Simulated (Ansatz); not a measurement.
## ZnCu2SnS4 (I-4): spin-orbit coupling beyond the local functionals

Aim: the spin-orbit change of the gap of ZnCu2SnS4 (I-4).

Main program and level: Ansatz 0.2.0; density functionals with and without spin-orbit coupling, plane waves, PAW.

**The experiments to reproduce.**

- Gap 1.5 eV: direct optical gap from Tauc plot; UV-Vis diffuse reflectance, Kubelka-Munk and Tauc analysis; film (“Impact of excess and disordered Sn sites on Cu2ZnSnS4 absorber material and device performance: A 119Sn Mossbauer Study”, 2018, arxiv:1808.01870).

Most raw output is cut from this account.

### Step 1. The starting structure

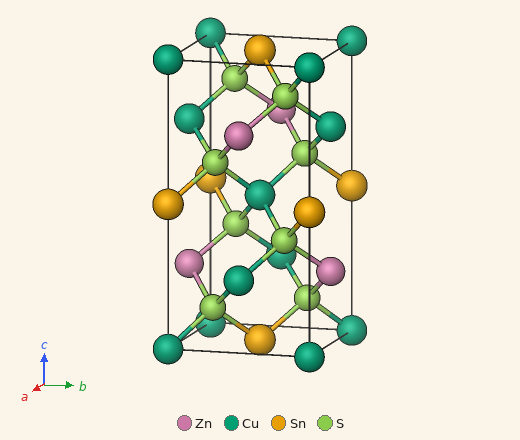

The cell as given, slightly off an axis (zinc pink, copper teal, tin orange, sulfur green). This picture shows the conventional cell, with its axes. Bonds to atoms that aren't drawn are left out. Some periodic images of atoms are drawn too.

Coordinates:

```cif
data_structure
_symmetry_space_group_name_H-M 'P 1'
_symmetry_Int_Tables_number 1
_cell_length_a 6.6478
_cell_length_b 6.6478
_cell_length_c 6.6478
_cell_angle_alpha 131.751
_cell_angle_beta 131.751
_cell_angle_gamma 70.622
_cell_volume 160.20
loop_
_atom_site_label
_atom_site_type_symbol
_atom_site_fract_x
_atom_site_fract_y
_atom_site_fract_z
_atom_site_occupancy
Zn1 Zn 0.25000 0.75000 0.50000 1
Cu2 Cu 0.00000 0.00000 0.00000 1
Cu3 Cu 0.75000 0.25000 0.50000 1
Sn4 Sn 0.50000 0.50000 0.00000 1
S5 S 0.37161 0.88441 0.99960 1
S6 S 0.11559 0.11519 0.48720 1
S7 S 0.88481 0.37201 0.00040 1
S8 S 0.62799 0.62839 0.51280 1
```

The cell and positions come from the Crystallography Open Database and are kept as given unless a step says otherwise.

### Step 2. HSE06, 4×4×4 mesh

This step: DFT, HSE06, plane waves, PAW; PAW set soft_1.

File input.yaml:

```yaml
crystal:
  lattice:
    - [-2.7171, 2.7171, 5.4248]
    - [2.7171, -2.7171, 5.4248]
    - [2.7171, 2.7171, -5.4248]
  atoms:
    - { symbol: Zn, position: [0.25, 0.75, 0.5] }
    - { symbol: Cu, position: [0.0, 0.0, 0.0] }
    - { symbol: Cu, position: [0.75, 0.25, 0.5] }
    - { symbol: Sn, position: [0.5, 0.5, 0.0] }
    - { symbol: S, position: [0.37161, 0.88441, 0.9996] }
    - { symbol: S, position: [0.11559, 0.11519, 0.4872] }
    - { symbol: S, position: [0.88481, 0.37201, 0.0004] }
    - { symbol: S, position: [0.62799, 0.62839, 0.5128] }
kpoints:
  mp_grid: { grid: [4, 4, 4] }
  band_path:
    path:
      - [0.0, 0.0, 0.0]
      - [0.0, 0.0, 0.5]
      - [0.25, 0.25, 0.25]
      - [0.0, 0.5, 0.0]
      - [0.5, 0.5, -0.5]
      - [0.31271679, 0.68728321, -0.31271679]
      - [-0.31271679, 0.31271679, 0.31271679]
      - [-0.12543357, 0.12543357, 0.5]
    npoints: 1
hamiltonian:
  xc: hse06
  pseudopotentials: { kind: paw, azcp: { folder: soft_1 } }
scf:
  occupations: { method: fixed }
  n_extra_bands: 6
output:
  eigenvalues: true
```

Started as:

```console
> ansatz run input.yaml --threads 3 --pin off --max-ram 92160MiB --backend cuda --events-out ev --progress --plain --runs-dir out --devices 1 --max-vram 13GiB
```

Wall time 58 s (1 × NVIDIA H100 80GB HBM3 (shared by 6 runs) with 3 threads of AMD EPYC 7R13 (Zen 3), shared host); peak memory 1.5 GiB; 1.8 min of CPU time.

This step gave:

| Item | Value |
| --- | --- |
| gap | 1.479 eV |
| valence top at | Γ |
| conduction bottom at | Γ |
| least direct gap | 1.479 eV |
| exact-exchange fraction | 0.25 |

The gap is direct, at Γ.

### Step 3. HSE06+SOC, 4×4×4 mesh

The many-body steps leave out spin-orbit coupling, so its effect is taken from a two-component run, with twice the bands.

This step: DFT, HSE06 with spin-orbit coupling, plane waves, PAW; PAW set soft_1.

Changes to input.yaml since step 2:

```diff
@@ -29,6 +29,9 @@
   xc: hse06
-  pseudopotentials: { kind: paw, azcp: { folder: soft_1 } }
+  pseudopotentials: { kind: paw_fr, azcp: { folder: soft_1 } }
 scf:
-  occupations: { method: fixed }
-  n_extra_bands: 6
+  occupations: { method: fermi_dirac, width: 0.02 }
+  n_extra_bands: 12
+magnetization:
+  noncollinear: true
+  spin_orbit: true
 output:
```

Run time: 2.7 min. Hardware: 1 × NVIDIA H100 80GB HBM3 (shared by 6 runs) with 3 threads; peak memory 3.3 GiB; 6 min of CPU time.

Numbers from this step:

```
gap                     : 1.475 eV
valence top at          : Γ
conduction bottom at    : Γ
least direct gap        : 1.475 eV
exact-exchange fraction : 0.25
```

The gap is that of HSE06.

### Step 4. Together

Times are wall times on 1 × NVIDIA H100 80GB HBM3 (shared by 6 runs) with 3 threads of AMD EPYC 7R13 (Zen 3), shared host, good to a factor of about two.

```csv
level,gap (eV),with coupling (eV),change (eV),time,with coupling
HSE06,1.48,1.48,−0.004,58 s,2.7 min
```

### Step 5. Outcome

| Item | Value |
| --- | --- |
| HSE06 | 1.48 eV |
| HSE06+SOC | 1.48 eV |

Spin-orbit coupling changes the gap by −0.004 eV and the least direct gap by −0.004 eV. Against experiment, by HSE06+SOC: the direct gap of 1.48 eV lies −0.02 eV from the measured 1.5 eV (direct, 2018). An exciton line or allowed optical edge lies below the quasiparticle gap by the binding energy; a forbidden edge can push the onset above it. The lattice is static and excitons are left out. The runs have no spin polarisation. For a closed low-spin shell that is the natural state; where a d or f shell is open it is a constraint, and the gap is then not the crystal's own.

[Paths, hosts, dates, memory and timing lines, banners, echoed tables and standing remarks are left out of the program output.]

[Logs are printed without paths, hosts, clocks, repeated set-up lines and the standing remarks that a program may print on its own settings, such as how far it seeks lower states.]

[Runs of the session that timed out or met a known fault of the program may be left out.]

[Cells called generated may have been cut or substituted from an entry of the Crystallography Open Database or the Materials Project.]

[Hosts, paths, dates, database ids (printed as entryN), source tags and the programs' standing remarks are cut or masked in the printed files.]
